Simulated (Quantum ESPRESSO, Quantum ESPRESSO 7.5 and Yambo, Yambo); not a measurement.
# Quasiparticle gap of CdF2 (Fm-3m) in Yambo

How does a plane-wave GW calculation on CdF2 (Fm-3m) run from the first input to the gap?

Method: PBE and many-body steps on it, plane waves, in Quantum ESPRESSO 7.5 and Yambo 5.3.0.

### 1. Set-up

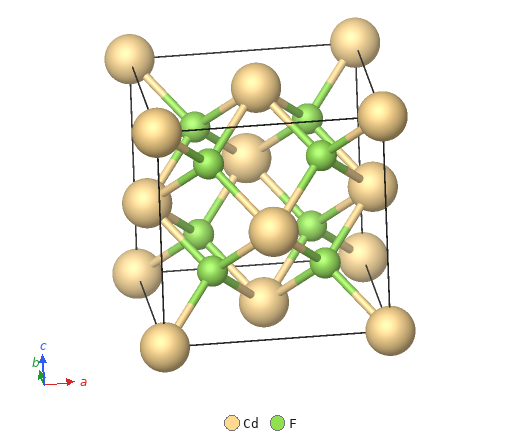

Start, viewed slightly off an axis; cadmium orange, fluorine green. This picture shows the conventional cell, with its axes. Some periodic images of atoms are drawn too.

The cell and positions come from the Crystallography Open Database and are kept as given unless a step says otherwise.

### 2. Ground state

This step: Quantum ESPRESSO 7.5; DFT, PBE, plane waves, norm-conserving pseudopotentials.

The ground-state density comes first.

The input, pw.in:

```
&control
  calculation = 'scf'
  prefix = 'x'
  outdir = 'o'
  pseudo_dir = 'pseudo'
/
&system
  ibrav = 0
  nat = 3
  ntyp = 2
  ecutwfc = 94.0
  nbnd = 22
  force_symmorphic = .true.
/
&electrons
  conv_thr = 1e-10
  electron_maxstep = 80
  mixing_beta = 0.5
/
ATOMIC_SPECIES
  Cd 112.41 Cd.upf
  F 18.998 F.upf
CELL_PARAMETERS angstrom
  0.0000000000 2.6940000000 2.6940000000
  2.6940000000 0.0000000000 2.6940000000
  2.6940000000 2.6940000000 -0.0000000000
ATOMIC_POSITIONS crystal
  Cd 0.0000000000 0.0000000000 0.0000000000
  F 0.2500000000 0.2500000000 0.2500000000
  F 0.7500000000 0.7500000000 0.7500000000
K_POINTS automatic
  6 6 6 0 0 0
```

Command:

```bash
OMP_NUM_THREADS=1 mpirun -n 4 pw.x -nk 4 -in pw.in > pw.out
```

Log:

```text
Program PWSCF v.7.5 starts

     This program is part of the open-source Quantum ESPRESSO suite
     for quantum simulation of materials; please cite
         "P. Giannozzi et al., J. Phys.:Condens. Matter 21 395502 (2009);
         "P. Giannozzi et al., J. Phys.:Condens. Matter 29 465901 (2017);
         "P. Giannozzi et al., J. Chem. Phys. 152 154105 (2020);
     in publications or presentations arising from this work. More details at
     Message from routine setup:
     using ibrav=0 with symmetry is DISCOURAGED, use correct ibrav instead

     G-vector sticks info

     bravais-lattice index     =            0
     lattice parameter (alat)  =       7.1997  a.u.
     unit-cell volume          =     263.8878 (a.u.)^3
     number of atoms/cell      =            3
     number of atomic types    =            2
     number of electrons       =        34.00
     number of Kohn-Sham states=           22
     kinetic-energy cutoff     =      94.0000  Ry
     charge density cutoff     =     376.0000  Ry
     scf convergence threshold =      1.0E-10
     mixing beta               =       0.5000
     number of iterations used =            8  plain     mixing
     Exchange-correlation= PBE
                           (   1   4   3   4   0   0   0)

     celldm(1)=   7.199651  celldm(2)=   0.000000  celldm(3)=   0.000000
     celldm(4)=   0.000000  celldm(5)=   0.000000  celldm(6)=   0.000000

     crystal axes: (cart. coord. in units of alat)
               a(1) = (   0.000000   0.707107   0.707107 )
               a(2) = (   0.707107   0.000000   0.707107 )
               a(3) = (   0.707107   0.707107  -0.000000 )

     reciprocal axes: (cart. coord. in units 2 pi/alat)
               b(1) = ( -0.707107  0.707107  0.707107 )
               b(2) = (  0.707107 -0.707107  0.707107 )
               b(3) = (  0.707107  0.707107 -0.707107 )
     Pseudo is Norm-conserving + core correction, Zval = 20.0
     Generated using ONCVPSP code by D. R. Hamann
     Using radial grid of 1368 points,  6 beta functions with:
     Pseudo is Norm-conserving + core correction, Zval =  7.0
     Generated using ONCVPSP code by D. R. Hamann
     Using radial grid of  832 points,  5 beta functions with:
     Cd               20.00   112.41000     Cd( 1.00)
     F                 7.00    18.99800     F ( 1.00)

     48 Sym. Ops., with inversion, found

   Cartesian axes

     site n.     atom                  positions (alat units)
         1        Cd     tau(   1) = (   0.0000000   0.0000000   0.0000000  )
         2        F      tau(   2) = (   0.3535534   0.3535534   0.3535534  )
         3        F      tau(   3) = (   1.0606602   1.0606602   1.0606602  )

     number of k points=    16
                       cart. coord. in units 2pi/alat
        k(    1) = (   0.0000000   0.0000000   0.0000000), wk =   0.0092593
        k(    2) = (   0.1178511   0.1178511  -0.1178511), wk =   0.0740741
        k(    3) = (   0.2357023   0.2357023  -0.2357023), wk =   0.0740741
        k(    4) = (  -0.3535534  -0.3535534   0.3535534), wk =   0.0370370
        k(    5) = (   0.2357023   0.0000000  -0.0000000), wk =   0.0555556
        k(    6) = (   0.3535534   0.1178511  -0.1178511), wk =   0.2222222
        k(    7) = (  -0.2357023  -0.4714045   0.4714045), wk =   0.2222222
        k(    8) = (  -0.1178511  -0.3535534   0.3535534), wk =   0.2222222
        k(    9) = (   0.0000000  -0.2357023   0.2357023), wk =   0.1111111
        k(   10) = (   0.4714045   0.0000000  -0.0000000), wk =   0.0555556
     [... 4 further rows ...]
        k(   15) = (  -0.1178511  -0.3535534   0.5892557), wk =   0.2222222
        k(   16) = (  -0.7071068   0.2357023   0.0000000), wk =   0.1111111

     Dense  grid:    32647 G-vectors     FFT dimensions: (  45,  45,  45)

     Initial potential from superposition of free atoms

     starting charge      33.9997, renormalised to      34.0000
     Starting wfcs are   18 randomized atomic wfcs +    4 random wfcs

     per-process dynamical memory:    28.8 Mb

     Self-consistent Calculation

     iteration #  1     ecut=    94.00 Ry     beta= 0.50

     total energy              =    -449.30280373 Ry
     estimated scf accuracy    <       0.38882180 Ry

     iteration #  2     ecut=    94.00 Ry     beta= 0.50

     total energy              =    -449.41312000 Ry
     estimated scf accuracy    <       0.06893993 Ry

     iteration #  3     ecut=    94.00 Ry     beta= 0.50

     total energy              =    -449.42409432 Ry
     estimated scf accuracy    <       0.00414792 Ry

     iteration #  4     ecut=    94.00 Ry     beta= 0.50

     total energy              =    -449.42450811 Ry
     estimated scf accuracy    <       0.00005846 Ry

     iteration #  5     ecut=    94.00 Ry     beta= 0.50

     total energy              =    -449.42452890 Ry
     estimated scf accuracy    <       0.00001264 Ry

     iteration #  6     ecut=    94.00 Ry     beta= 0.50

     total energy              =    -449.42453058 Ry
     estimated scf accuracy    <       0.00000509 Ry

     iteration #  7     ecut=    94.00 Ry     beta= 0.50

     total energy              =    -449.42453169 Ry
     estimated scf accuracy    <       0.00000017 Ry

     iteration #  8     ecut=    94.00 Ry     beta= 0.50

     total energy              =    -449.42453168 Ry
     estimated scf accuracy    <       0.00000006 Ry

     iteration #  9     ecut=    94.00 Ry     beta= 0.50

     total energy              =    -449.42453169 Ry
     estimated scf accuracy    <          5.5E-10 Ry

     iteration # 10     ecut=    94.00 Ry     beta= 0.50

     End of self-consistent calculation

          k = 0.0000 0.0000 0.0000 (  4015 PWs)   bands (ev):

   -91.9104 -53.0067 -53.0067 -53.0067 -14.2017 -13.1009   0.9376   0.9376
     0.9376   2.1378   2.1378   5.5577   5.5577   5.5577   6.0345   6.0345
     6.0345   9.6539  19.2706  19.2706  19.2706  24.2209

          k = 0.1179 0.1179-0.1179 (  4047 PWs)   bands (ev):

   -91.9104 -53.0074 -53.0068 -53.0068 -14.1150 -13.1773   1.0370   1.0370
     1.2245   2.1111   2.1111   4.8415   5.3760   5.3760   5.7987   6.0552
     6.0552  10.6120  18.1609  19.6675  19.6675  25.7131

          k = 0.2357 0.2357-0.2357 (  4068 PWs)   bands (ev):

   -91.9104 -53.0086 -53.0070 -53.0070 -13.8964 -13.3708   1.2134   1.2134
     1.9187   2.1325   2.1325   3.9953   4.9422   4.9506   4.9506   6.1088
     6.1088  12.4815  16.6515  20.5543  20.5543  25.0343

          k =-0.3536-0.3536 0.3536 (  4092 PWs)   bands (ev):

     [... further k-points ...]

     highest occupied, lowest unoccupied level (ev):     6.5104    9.6539

!    total energy              =    -449.42453169 Ry
     estimated scf accuracy    <          4.0E-11 Ry

     The total energy is the sum of the following terms:
     one-electron contribution =    -231.75051497 Ry
     hartree contribution      =     131.90836419 Ry
     xc contribution           =     -70.73906150 Ry
     ewald contribution        =    -278.84331940 Ry

     convergence has been achieved in  10 iterations

     XML data file, charge density, pseudopotentials, collected wavefunctions

=------------------------------------------------------------------------------=
   JOB DONE.
=------------------------------------------------------------------------------=
```

It took 9.7 s on 4 MPI ranks of Intel Xeon Platinum 8259CL at 2.50GHz (Skylake/Cascade Lake), shared host; peak memory 0.32 GiB.

This step gave:

```yaml
total_energy: -6114.7323 eV
gap: 3.143 eV
k_of_the_valence_top: 0.1667, -0.5, -0.3333
k_of_the_conduction_bottom: 0, 0, 0
least_direct_gap: 3.619 eV
```

The gap is indirect, with the least direct gap 0.48 eV higher.

### 3. Bands along the symmetry lines

The cheap functional maps the bands first; the places of the edges decide which points the dearer methods must see.

The input, pw.in:

```
&control
  calculation = 'bands'
  prefix = 'x'
  outdir = 'o'
  pseudo_dir = 'pseudo'
/
&system
  ibrav = 0
  nat = 3
  ntyp = 2
  ecutwfc = 94.0
  nbnd = 23
  force_symmorphic = .true.
/
&electrons
  conv_thr = 1e-9
  electron_maxstep = 80
  diago_full_acc = .true.
  diago_thr_init = 5e-6
/
ATOMIC_SPECIES
  Cd 112.41 Cd.upf
  F 18.998 F.upf
CELL_PARAMETERS angstrom
  0.0000000000 2.6940000000 2.6940000000
  2.6940000000 0.0000000000 2.6940000000
  2.6940000000 2.6940000000 -0.0000000000
ATOMIC_POSITIONS crystal
  Cd 0.0000000000 0.0000000000 0.0000000000
  F 0.2500000000 0.2500000000 0.2500000000
  F 0.7500000000 0.7500000000 0.7500000000
K_POINTS crystal
  50
  0.00000000 0.00000000 0.00000000 1
  0.06250000 0.00000000 0.06250000 1
  0.12500000 0.00000000 0.12500000 1
  0.18750000 0.00000000 0.18750000 1
  0.25000000 0.00000000 0.25000000 1
  0.31250000 0.00000000 0.31250000 1
  0.37500000 0.00000000 0.37500000 1
  0.43750000 0.00000000 0.43750000 1
  0.50000000 0.00000000 0.50000000 1
  0.51562500 0.03125000 0.51562500 1
  0.53125000 0.06250000 0.53125000 1
  0.54687500 0.09375000 0.54687500 1
  0.56250000 0.12500000 0.56250000 1
  0.57812500 0.15625000 0.57812500 1
  0.59375000 0.18750000 0.59375000 1
  0.60937500 0.21875000 0.60937500 1
  0.62500000 0.25000000 0.62500000 1
  0.37500000 0.37500000 0.75000000 1
  0.32812500 0.32812500 0.65625000 1
  0.28125000 0.28125000 0.56250000 1
  0.23437500 0.23437500 0.46875000 1
  0.18750000 0.18750000 0.37500000 1
  0.14062500 0.14062500 0.28125000 1
  0.09375000 0.09375000 0.18750000 1
  0.04687500 0.04687500 0.09375000 1
  0.00000000 0.00000000 0.00000000 1
  0.06250000 0.06250000 0.06250000 1
  0.12500000 0.12500000 0.12500000 1
  0.18750000 0.18750000 0.18750000 1
  0.25000000 0.25000000 0.25000000 1
  0.31250000 0.31250000 0.31250000 1
  0.37500000 0.37500000 0.37500000 1
  0.43750000 0.43750000 0.43750000 1
  0.50000000 0.50000000 0.50000000 1
  0.50000000 0.46875000 0.53125000 1
  0.50000000 0.43750000 0.56250000 1
  0.50000000 0.40625000 0.59375000 1
  0.50000000 0.37500000 0.62500000 1
  0.50000000 0.34375000 0.65625000 1
  0.50000000 0.31250000 0.68750000 1
  0.50000000 0.28125000 0.71875000 1
  0.50000000 0.25000000 0.75000000 1
  0.50000000 0.21875000 0.71875000 1
  0.50000000 0.18750000 0.68750000 1
  0.50000000 0.15625000 0.65625000 1
  0.50000000 0.12500000 0.62500000 1
  0.50000000 0.09375000 0.59375000 1
  0.50000000 0.06250000 0.56250000 1
  0.50000000 0.03125000 0.53125000 1
  0.50000000 0.00000000 0.50000000 1
```

Log:

```text
[banner, memory and clock lines left out]
Program PWSCF v.7.5 starts

     Atomic positions and unit cell read from directory:
     o/x.save/

     Message from routine setup:
     using ibrav=0 with symmetry is DISCOURAGED, use correct ibrav instead

     G-vector sticks info

     bravais-lattice index     =            0
     lattice parameter (alat)  =       7.1997  a.u.
     unit-cell volume          =     263.8878 (a.u.)^3
     number of atoms/cell      =            3
     number of atomic types    =            2
     number of electrons       =        34.00
     number of Kohn-Sham states=           23
     kinetic-energy cutoff     =      94.0000  Ry
     charge density cutoff     =     376.0000  Ry
     Exchange-correlation= PBE
                           (   1   4   3   4   0   0   0)

     celldm(1)=   7.199651  celldm(2)=   0.000000  celldm(3)=   0.000000
     celldm(4)=   0.000000  celldm(5)=   0.000000  celldm(6)=   0.000000

     crystal axes: (cart. coord. in units of alat)
               a(1) = (   0.000000   0.707107   0.707107 )
               a(2) = (   0.707107   0.000000   0.707107 )
               a(3) = (   0.707107   0.707107  -0.000000 )

     reciprocal axes: (cart. coord. in units 2 pi/alat)
               b(1) = ( -0.707107  0.707107  0.707107 )
               b(2) = (  0.707107 -0.707107  0.707107 )
               b(3) = (  0.707107  0.707107 -0.707107 )
     Pseudo is Norm-conserving + core correction, Zval = 20.0
     Generated using ONCVPSP code by D. R. Hamann
     Using radial grid of 1368 points,  6 beta functions with:
     Pseudo is Norm-conserving + core correction, Zval =  7.0
     Generated using ONCVPSP code by D. R. Hamann
     Using radial grid of  832 points,  5 beta functions with:
     Cd               20.00   112.41000     Cd( 1.00)
     F                 7.00    18.99800     F ( 1.00)

     48 Sym. Ops., with inversion, found

   Cartesian axes

     site n.     atom                  positions (alat units)
         1        Cd     tau(   1) = (   0.0000000   0.0000000   0.0000000  )
         2        F      tau(   2) = (   0.3535534   0.3535534   0.3535534  )
         3        F      tau(   3) = (   1.0606602   1.0606602   1.0606602  )

     number of k points=    50
                       cart. coord. in units 2pi/alat
        k(    1) = (   0.0000000   0.0000000   0.0000000), wk =   0.0400000
        k(    2) = (   0.0000000   0.0883883   0.0000000), wk =   0.0400000
        k(    3) = (   0.0000000   0.1767767   0.0000000), wk =   0.0400000
[...]
[... 38 further rows ...]
        k(   49) = (   0.0441942   0.7071068   0.0000000), wk =   0.0400000
        k(   50) = (   0.0000000   0.7071068   0.0000000), wk =   0.0400000

     Dense  grid:    32647 G-vectors     FFT dimensions: (  45,  45,  45)

     The potential is recalculated from file :
     o/x.save/charge-density

     Starting wfcs are   18 randomized atomic wfcs +    5 random wfcs

     Band Structure Calculation

     End of band structure calculation

          k = 0.0000 0.0000 0.0000 (  4015 PWs)   bands (ev):

   -91.9103 -53.0066 -53.0066 -53.0066 -14.2018 -13.1009   0.9377   0.9377
     0.9377   2.1379   2.1379   5.5577   5.5577   5.5577   6.0345   6.0345
     6.0345   9.6539  19.2706  19.2706  19.2706  24.2210  26.4704

          k = 0.0000 0.0884 0.0000 (  4035 PWs)   bands (ev):

   -91.9104 -53.0067 -53.0067 -53.0067 -14.1850 -13.1157   0.9593   0.9593
[...]
6.0418   9.8549  19.0074  19.3403  19.3403  24.6052  26.1507

          k = 0.0000 0.1768 0.0000 (  4047 PWs)   bands (ev):

[...]
6.0736  10.3733  18.4219  19.5343  19.5343  24.7507  26.2188

          k =-0.0000 0.2652 0.0000 (  4048 PWs)   bands (ev):

[...]
k = 0.0000 0.4419-0.0000 (  4056 PWs)   bands (ev):

[...]
k =-0.0000 0.5303 0.0000 (  4064 PWs)   bands (ev):

[...]
k = 0.0000 0.6187-0.0000 (  4064 PWs)   bands (ev):

[...]
k = 0.4640 0.4640-0.0000 (  4075 PWs)   bands (ev):

[...]
k = 0.3315 0.3315-0.0000 (  4063 PWs)   bands (ev):

[...]
k = 0.3094 0.7071-0.0000 (  4080 PWs)   bands (ev):

[...]
k = 0.2210 0.7071-0.0000 (  4074 PWs)   bands (ev):

[...]
k = 0.1768 0.7071-0.0000 (  4062 PWs)   bands (ev):

[...]
k = 0.0442 0.7071 0.0000 (  4076 PWs)   bands (ev):

[...]
6.4451  14.5688  16.2770  18.4711  20.7596  20.8886  26.0884

          k = 0.0000 0.7071 0.0000 (  4088 PWs)   bands (ev):

   -91.9104 -53.0092 -53.0077 -53.0077 -13.7328 -13.4694   1.1535   1.8889
     1.8889   2.2524   2.4249   3.4542   3.5900   3.5900   6.0229   6.4411
     6.4411  14.5663  16.2381  18.4942  20.8276  20.8276  26.0277

     XML data file, pseudopotentials, collected wavefunctions
```

Elapsed: 9.1 s, on 4 MPI ranks; peak memory 0.27 GiB.

Numbers from this step:

- gap: 3.124 eV
- k of the valence top: 0.5, 0.25, 0.75
- k of the conduction bottom: 0, 0, 0
- least direct gap: 3.619 eV

The gap is 3.124 eV, −0.019 eV from the run before at this level.

Electronic bands along the path, in eV, zero at the top of the highest filled band:

```
    point  band 14  band 15  band 16  band 17  band 18  band 19  band 20  band 21
        Γ    -0.97    -0.50    -0.50    -0.50     3.12    12.74    12.74    12.74
        X    -2.94    -0.51    -0.09    -0.09     8.04     9.71    11.96    14.30
        U    -2.30    -0.95    -0.35    -0.20     7.99    10.79    11.16    14.50
jump to K    -2.30    -0.95    -0.35    -0.20     7.99    10.79    11.16    14.50
        Γ    -0.97    -0.50    -0.50    -0.50     3.12    12.74    12.74    12.74
        L    -1.83    -1.83    -0.39    -0.39     7.20     9.18    14.53    14.53
        W    -1.52    -1.52    -0.60     0.00     8.10    11.53    11.72    11.72
        X    -2.94    -0.51    -0.09    -0.09     8.04     9.71    11.96    14.30
```

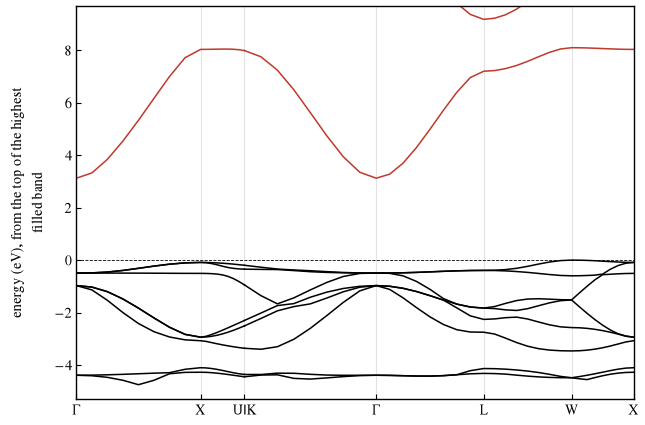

Electronic bands along the path; lines of filled and empty bands in two colours.

(Continued in part 2 of 3.)

[Paths, hosts, dates, memory and timing lines, banners, echoed tables and standing remarks are left out of the program output.]

[Logs are printed without paths, hosts, clocks, repeated set-up lines and the standing remarks that a program may print on its own settings, such as how far it seeks lower states.]

[Runs of the session that timed out or met a known fault of the program may be left out.]

[Hosts, paths, dates, database ids (printed as entryN), source tags and the programs' standing remarks are cut or masked in the printed files.]
